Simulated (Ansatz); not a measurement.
System: BNO₂ (SMILES O=BN=O) (triplet).

The calculation's input:

```
crystal:
  periodic: [false, false, false]
  atoms:
    - {symbol: B, position_ang: [0.642526, 0.168915, -0.415385]}
    - {symbol: N, position_ang: [-0.115378, 1.292842, -0.134708]}
    - {symbol: O, position_ang: [1.389297, -0.742364, -0.693812]}
    - {symbol: O, position_ang: [-1.164775, 1.703647, 0.264865]}
basis:
  gaussian:
    orbitals: def2-TZVPD
magnetization:
  spin_polarized: true
  initial_magnetization: 2
hamiltonian:
  xc: {name: PBE0}
output: {forces: true, orbitals: {seedname: orbitals}}
```

Command:

```sh
ansatz run input.yaml --threads 1 --pin off --max-ram 2610MiB --events-out events.jsonl --progress --plain --runs-dir runs
```

Geometry: PBE0-D3(BJ)/def2-SVP.

All numbers below come from isolated molecule in a Gaussian basis; Kohn-Sham density functional theory, functional PBE0 (Ansatz 0.2.0).

**What will maps of the electron density, electron localisation function and spin density show?**

N–O (1.20 Å): ρ at the midpoint is about 3.6 e/Å³; the ELF peaks at about 0.85 between the atoms (localised, covalent bonding).
B–O (1.21 Å): ρ is about 3 e/Å³ halfway; the ELF peaks at about 0.85 between the atoms, as expected for a polar covalent bond.
B–N (1.38 Å): ρ at the midpoint is about 1.9 e/Å³; the ELF peaks at about 0.90 between the atoms; a short, strongly polar bond.
The unpaired spin (2 electrons) lies mostly on O4 (about 0.9), N2 (about 0.8), O3 (about 0.2) and B1 (about 0.1), in electrons by Hirshfeld's partition.

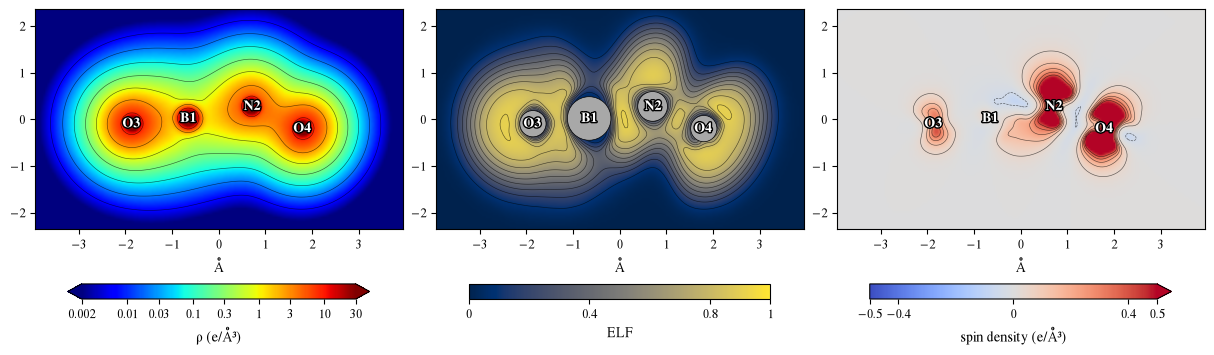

Computed electron density, electron localisation function and spin density on the molecular plane, in this order. Grey discs cover the atomic cores in the ELF map. 
